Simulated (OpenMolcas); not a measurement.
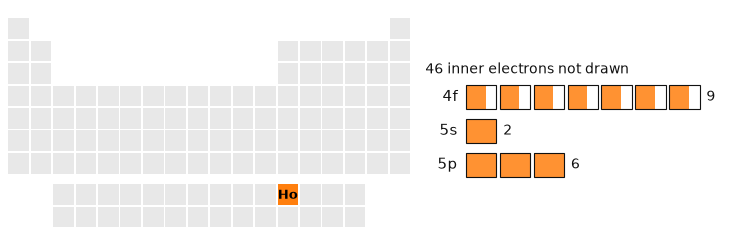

Left, the place of holmium in the periodic table; right, the outer shells of the leading configuration of the lowest level: a box for each of the 2l + 1 orbitals, shaded by the share of the shell that is filled, with the electron count at the right.

Run report: Ho⁴⁺, multiconfigurational calculation (part 1 of 2)

- system: Ho⁴⁺.
- method: state-averaged CASSCF, active space 9 electrons in the shell 4f, basis ANO-RCC-VTZP, DKH2 scalar Hamiltonian, spin-orbit coupling by RASSI with atomic mean-field integrals (OpenMolcas)

## Summary

- outcome: converged
- lowest level: 4f⁹ ⁶H°₁₅/₂
- first excited level: 4f⁹ ⁶H°₁₃/₂, 4,245 cm⁻¹
- energy of the lowest spin-free term: −12602.13572 hartree
- energy of the lowest spin-orbit level: −12602.17076 hartree
- largest spread among components of a term: 0.0 cm⁻¹
- hardware: 1 thread of Arm Neoverse V2, 24 GiB of memory available, shared host
- wall time: 3 min

## Remarks

Without dynamic correlation the splittings between terms come out too large, often by 20 to 50 %. Caveats: only configurations of the active space are included; spin-free states above about 58,000 cm⁻¹ are left out of the spin-orbit step.

## Input file
```
&GATEWAY
Coord
1

Ho 0.0 0.0 0.0
Basis=ANO-RCC-VTZP
Group=XYZ
NoMove
AngMom=0.0 0.0 0.0
AMFI
&SEWARD
&RASSCF
FileOrb=start.orb
Symmetry=2
Spin=6
nActEl=9 0 0
Inactive=15 12
Ras2=0 7
CIRoot=21 21 1
SDav=21
CIMx=300
Iter=120 100
PrWF=0.3
OrbListing=Nothing
MaxOrb=0
Atom
>>> COPY $Project.JobIph JOB001
&RASSCF
FileOrb=start.orb
Symmetry=2
Spin=4
nActEl=9 0 0
Inactive=15 12
Ras2=0 7
CIRoot=224 224 1
SDav=224
CIMx=300
Iter=120 100
PrWF=0.3
OrbListing=Nothing
MaxOrb=0
Atom
>>> COPY $Project.JobIph JOB002
&RASSCF
FileOrb=start.orb
Symmetry=2
Spin=2
nActEl=9 0 0
Inactive=15 12
Ras2=0 7
CIRoot=272 272 1
SDav=490
CIMx=300
Iter=120 100
PrWF=0.3
OrbListing=Nothing
MaxOrb=0
Atom
CIOnly
>>> COPY $Project.JobIph JOB003
&RASSI
NrOfJobIphs=3 21 128 143
1 2 3 4 5 6 7 8 9 10 11 12 13 14 15 16 17 18 19 20 21
1 2 3 4 5 6 7 8 9 10 11 12 13 14 15 16 17 18 19 20 21 22 23 24 25 26 27
28 29 30 31 32 33 34 35 36 37 38 39 40 41 42 43 44 45 46 47 48 49 50 51
52 53 54 55 56 57 58 59 60 61 62 63 64 65 66 67 68 69 70 71 72 73 74 75
76 77 78 79 80 81 82 83 84 85 86 87 88 89 90 91 92 93 94 95 96 97 98 99
100 101 102 103 104 105 106 107 108 109 110 111 112 113 114 115 116 117
118 119 120 121 122 123 124 125 126 127 128
1 2 3 4 5 6 7 8 9 10 11 12 13 14 15 16 17 18 19 20 21 22 23 24 25 26 27
28 29 30 31 32 33 34 35 36 37 38 39 40 41 42 43 44 45 46 47 48 49 50 51
52 53 54 55 56 57 58 59 60 61 62 63 64 65 66 67 68 69 70 71 72 73 74 75
76 77 78 79 80 81 82 83 84 85 86 87 88 89 90 91 92 93 94 95 96 97 98 99
100 101 102 103 104 105 106 107 108 109 110 111 112 113 114 115 116 117
118 119 120 121 122 123 124 125 126 127 128 129 130 131 132 133 134 135
136 137 138 139 140 141 142 143
IphNames
JOB001
JOB002
JOB003
EJob
SpinOrbit
DIPRint=1.0
SOCoupling=1000.0
Subsets=2
Property=9
'ANGMOM' 1 'ANGMOM' 2 'ANGMOM' 3 'MLTPL  1' 1 'MLTPL  1' 2 'MLTPL  1' 3
'AMFI' 1 'AMFI' 2 'AMFI' 3
SOProperty=3
'ANGMOM' 1 'ANGMOM' 2 'ANGMOM' 3
```

The file start.orb holds starting orbitals from an earlier step. A driver script formed the levels outside the program, from RASSI's spin-orbit matrix and the active-space energies, averaged over the components of each term or state.

Launched with:
```bash
OMP_NUM_THREADS=1 MOLCAS_MEM=2252 MOLCAS_PROJECT=a pymolcas a.inp > a.log  # once for each step of the input, in one work folder
```

## Log (extracts)
```
--- SEWARD ---
Basis set label: HO.ANO-RCC...8S7P5D3F2G1H.

      Electronic valence basis set:
      ------------------
      Associated Effective Charge  67.000000 au
      Associated Actual Charge     67.000000 au
      Nuclear Model: Point charge

      Shell  nPrim  nBasis  Cartesian Spherical Contaminant
         s      25       8        X
         p      22       7        X
         d      15       5                 X
         f      11       3                 X
         g       4       2                 X
         h       2       1                 X
                  Relativistic Douglas-Kroll-Hess integrals:
                    - DKH order of Hamiltonian: 2
                    - DKH order of Properties : 0
                  Atomic mean-field integrals
--- RASSCF ---
Wave function specifications:
      -----------------------------

      Number of closed shell electrons          54
      Number of electrons in active shells       9
      Max number of holes in RAS1 space          0
      Max nr of electrons in RAS3 space          0
      Number of inactive orbitals               27
      Number of active orbitals                  7
      Number of secondary orbitals              70
      Spin quantum number                      2.5
      State symmetry                             2
Orbital specifications:
      -----------------------

      Symmetry species                           1   2
                                                ag  au
      Frozen orbitals                            0   0
      Inactive orbitals                         15  12
      Active orbitals                            0   7
      RAS1 orbitals                              0   0
      RAS2 orbitals                              0   7
      RAS3 orbitals                              0   0
      Secondary orbitals                        36  34
      Deleted orbitals                           0   0
      Number of basis functions                 51  53
      Number of CSFs                            21
      Number of root(s) required                21
      Iter CI   SX   CI       RASSCF       Energy    max ROT     max BLB   max BLB  Level Ln srch  Step   QN
          iter iter root      energy       change     param      element    value   shift minimum  type update
 Nr of preliminary CI iterations:   1
      Total energies have been shifted. Add               -12000.00 au
        1   1    9    0  -601.38275159    0.00E+00  -1.22E-01*  13  29 2  6.68E-01*  0.00   0.00    SX    NO
        2   1   10    0  -601.89155867   -5.09E-01* -7.06E-02   10  29 1 -3.97E-01*  0.00   0.00    SX    NO
        3   1    9    0  -601.95807960   -6.65E-02* -6.83E-02   19  35 2  3.18E-01*  0.00   0.00    SX    NO
        4   1    9    0  -601.99952474   -4.14E-02*  6.14E-02   15  31 2 -2.52E-01*  0.00   0.00    SX    NO
        5   1    9    0  -602.01287678   -1.34E-02* -2.51E-02   15  31 2  2.50E-01*  0.00   0.52    LS   YES
        6   1    8    0  -602.09680853   -8.39E-02* -6.84E-03   19  35 2  3.87E-02*  0.00   1.17    QN   YES
        7   1    8    0  -602.09877914   -1.97E-03* -7.00E-04   15  18 1 -3.83E-03*  0.00   0.91    QN   YES
        8   1    6    0  -602.09880267   -2.35E-05*  2.76E-05    9  18 1  2.08E-04*  0.00   0.99    QN   YES
        9   1    5    0  -602.09880272   -4.51E-08*  2.94E-06   15  18 1 -2.68E-05   0.00   1.02    QN   YES
       10   1    3    0  -602.09880272   -4.93E-10  -3.10E-07   15  18 1 -2.52E-06   0.00   1.07    QN   YES
      Convergence after 10 iterations
       11   1    3    0  -602.09880272    5.46E-12  -3.10E-07   15  38 2 -1.11E-07   0.00   1.07    QN   YES
      Natural orbitals and occupation numbers for root  1
      sym 2:   1.608295   1.608295   1.032664   1.032664   1.359041   1.359041   1.000000
      Natural orbitals and occupation numbers for root  2
      sym 2:   1.599551   1.373947   1.026502   1.373947   1.599551   1.000000   1.026502
      Natural orbitals and occupation numbers for root  3
      sym 2:   1.585167   1.396541   1.018292   1.000000   1.018292   1.585167   1.396541
::    RASSCF root number  1 Total energy: -12602.13571978
::    RASSCF root number  2 Total energy: -12602.13571978
::    RASSCF root number  3 Total energy: -12602.13571978
::    RASSCF root number  4 Total energy: -12602.13571978
::    RASSCF root number  5 Total energy: -12602.13571978
::    RASSCF root number  6 Total energy: -12602.13571978
::    RASSCF root number  7 Total energy: -12602.13571978
::    RASSCF root number  8 Total energy: -12602.13571978
::    RASSCF root number  9 Total energy: -12602.13571978
::    RASSCF root number 10 Total energy: -12602.13571978
::    RASSCF root number 11 Total energy: -12602.13571978
::    RASSCF root number 12 Total energy: -12602.09880272
::    RASSCF root number 13 Total energy: -12602.09880272
::    RASSCF root number 14 Total energy: -12602.09880272
::    RASSCF root number 15 Total energy: -12602.09880272
::    RASSCF root number 16 Total energy: -12602.09880272
::    RASSCF root number 17 Total energy: -12602.09880272
::    RASSCF root number 18 Total energy: -12602.09880272
::    RASSCF root number 19 Total energy: -12601.96344018
::    RASSCF root number 20 Total energy: -12601.96344018
::    RASSCF root number 21 Total energy: -12601.96344018
--- RASSCF ---
Wave function specifications:
      -----------------------------

      Number of closed shell electrons          54
      Number of electrons in active shells       9
      Max number of holes in RAS1 space          0
      Max nr of electrons in RAS3 space          0
      Number of inactive orbitals               27
      Number of active orbitals                  7
      Number of secondary orbitals              70
      Spin quantum number                      1.5
      State symmetry                             2
Orbital specifications:
      -----------------------

      Symmetry species                           1   2
                                                ag  au
      Frozen orbitals                            0   0
      Inactive orbitals                         15  12
      Active orbitals                            0   7
      RAS1 orbitals                              0   0
      RAS2 orbitals                              0   7
      RAS3 orbitals                              0   0
      Secondary orbitals                        36  34
      Deleted orbitals                           0   0
      Number of basis functions                 51  53
      Number of CSFs                           224
      Number of root(s) required               224
      Iter CI   SX   CI       RASSCF       Energy    max ROT     max BLB   max BLB  Level Ln srch  Step   QN
          iter iter root      energy       change     param      element    value   shift minimum  type update
 Nr of preliminary CI iterations:   1
      Total energies have been shifted. Add               -12000.00 au
        1   1    3    0  -601.88106440    0.00E+00   5.23E-03   17  33 2 -1.79E-02*  0.00   0.00    SX    NO
        2   1    8    0  -601.88134219   -2.78E-04* -2.69E-03   11  32 1  1.10E-02*  0.00   0.00    SX    NO
        3   1    8    0  -601.88135183   -9.64E-06*  2.88E-03   17  33 2 -1.13E-02*  0.00   0.00    SX    NO
        4   1    8    0  -601.88135518   -3.35E-06* -2.80E-03   17  33 2  1.11E-02*  0.00   0.00    SX    NO
        5   1    8    0  -601.88135947   -4.29E-06* -1.38E-03   17  33 2 -1.09E-02*  0.00   0.50    LS   YES
        6   1    6    0  -601.88152888   -1.69E-04* -1.09E-05   17  33 2 -9.31E-05   0.00   1.01    QN   YES
        7   1    4    0  -601.88152889   -1.14E-08* -4.48E-07    9  18 1 -3.53E-06   0.00   1.00    QN   YES
        8   1    2    0  -601.88152889   -2.91E-11  -5.61E-08   15  18 1  4.92E-07   0.00   1.01    QN   YES
      Convergence after  8 iterations
        9   1    2    0  -601.88152889    7.28E-12  -5.61E-08   15  18 1  7.16E-08   0.00   1.01    QN   YES
      Natural orbitals and occupation numbers for root  1
      sym 2:   1.129849   1.407770   1.330654   1.103547   1.426322   1.340342   1.261517
      Natural orbitals and occupation numbers for root  2
      sym 2:   1.043773   1.363935   1.441504   1.427674   1.138364   1.211796   1.372954
      Natural orbitals and occupation numbers for root  3
      sym 2:   1.096164   1.442838   1.356908   1.144787   1.369585   1.330730   1.258988
::    RASSCF root number  1 Total energy: -12602.01213981
::    RASSCF root number  2 Total energy: -12602.01213981
::    RASSCF root number  3 Total energy: -12602.01213981
::    RASSCF root number  4 Total energy: -12602.01213981
::    RASSCF root number  5 Total energy: -12602.01213981
::    RASSCF root number  6 Total energy: -12602.01213981
::    RASSCF root number  7 Total energy: -12602.01213981
::    RASSCF root number  8 Total energy: -12602.01213981
::    RASSCF root number  9 Total energy: -12602.01213981
::    RASSCF root number 10 Total energy: -12602.01213981
::    RASSCF root number 11 Total energy: -12602.01213981
::    RASSCF root number 12 Total energy: -12602.01213981
::    RASSCF root number 13 Total energy: -12602.01213981
::    RASSCF root number 14 Total energy: -12602.01068372
::    RASSCF root number 15 Total energy: -12602.01068372
::    RASSCF root number 16 Total energy: -12602.01068372
::    RASSCF root number 17 Total energy: -12602.01068372
::    RASSCF root number 18 Total energy: -12602.01068372
::    RASSCF root number 19 Total energy: -12602.01068372
::    RASSCF root number 20 Total energy: -12602.01068372
::    RASSCF root number 21 Total energy: -12602.01023059
::    RASSCF root number 22 Total energy: -12602.01023059
::    RASSCF root number 23 Total energy: -12602.01023059
::    RASSCF root number 24 Total energy: -12602.01023059
::    RASSCF root number 25 Total energy: -12602.01023059
::    RASSCF root number 26 Total energy: -12602.01023059
::    RASSCF root number 27 Total energy: -12602.01023059
::    RASSCF root number 28 Total energy: -12602.01023059
::    RASSCF root number 29 Total energy: -12602.01023059
::    RASSCF root number 30 Total energy: -12602.01023059
--- RASSCF ---
Wave function specifications:
      -----------------------------

      Number of closed shell electrons          54
      Number of electrons in active shells       9
      Max number of holes in RAS1 space          0
      Max nr of electrons in RAS3 space          0
      Number of inactive orbitals               27
      Number of active orbitals                  7
      Number of secondary orbitals              70
      Spin quantum number                      0.5
      State symmetry                             2
Orbital specifications:
      -----------------------

      Symmetry species                           1   2
                                                ag  au
      Frozen orbitals                            0   0
      Inactive orbitals                         15  12
      Active orbitals                            0   7
      RAS1 orbitals                              0   0
      RAS2 orbitals                              0   7
      RAS3 orbitals                              0   0
      Secondary orbitals                        36  34
      Deleted orbitals                           0   0
      Number of basis functions                 51  53
      Number of CSFs                           490
      Number of root(s) required               272
      Iter CI   SX   CI       RASSCF       Energy    max ROT     max BLB   max BLB  Level Ln srch  Step   QN
          iter iter root      energy       change     param      element    value   shift minimum  type update
 Nr of preliminary CI iterations:   1
        1   1    0    0-12601.87701533    0.00E+00   0.00E+00   17  33 2 -6.89E-04*  0.00   0.00    SX    NO
      Natural orbitals and occupation numbers for root  1
      sym 2:   1.484567   1.474431   1.046951   1.169960   1.119548   1.329482   1.375061
      Natural orbitals and occupation numbers for root  2
      sym 2:   1.461908   1.509379   1.110981   1.350515   1.215251   1.310653   1.041312
      Natural orbitals and occupation numbers for root  3
      sym 2:   1.410430   1.221114   1.341051   1.503257   1.024034   1.191943   1.308172
::    RASSCF root number  1 Total energy: -12601.95043745
::    RASSCF root number  2 Total energy: -12601.95043745
::    RASSCF root number  3 Total energy: -12601.95043745
::    RASSCF root number  4 Total energy: -12601.95043745
::    RASSCF root number  5 Total energy: -12601.95043745
::    RASSCF root number  6 Total energy: -12601.95043745
::    RASSCF root number  7 Total energy: -12601.95043745
::    RASSCF root number  8 Total energy: -12601.95043745
::    RASSCF root number  9 Total energy: -12601.95043745
::    RASSCF root number 10 Total energy: -12601.95043745
::    RASSCF root number 11 Total energy: -12601.95043745
::    RASSCF root number 12 Total energy: -12601.95043745
::    RASSCF root number 13 Total energy: -12601.95043745
::    RASSCF root number 14 Total energy: -12601.95043745
::    RASSCF root number 15 Total energy: -12601.95043745
::    RASSCF root number 16 Total energy: -12601.95043745
::    RASSCF root number 17 Total energy: -12601.95043745
::    RASSCF root number 18 Total energy: -12601.94212079
::    RASSCF root number 19 Total energy: -12601.94212079
::    RASSCF root number 20 Total energy: -12601.94212079
::    RASSCF root number 21 Total energy: -12601.94212079
::    RASSCF root number 22 Total energy: -12601.94212079
::    RASSCF root number 23 Total energy: -12601.94212079
::    RASSCF root number 24 Total energy: -12601.94212079
::    RASSCF root number 25 Total energy: -12601.94212079
::    RASSCF root number 26 Total energy: -12601.94212079
::    RASSCF root number 27 Total energy: -12601.94212079
::    RASSCF root number 28 Total energy: -12601.94212079
::    RASSCF root number 29 Total energy: -12601.94212079
::    RASSCF root number 30 Total energy: -12601.94212079
```

(Continued in part 2.)
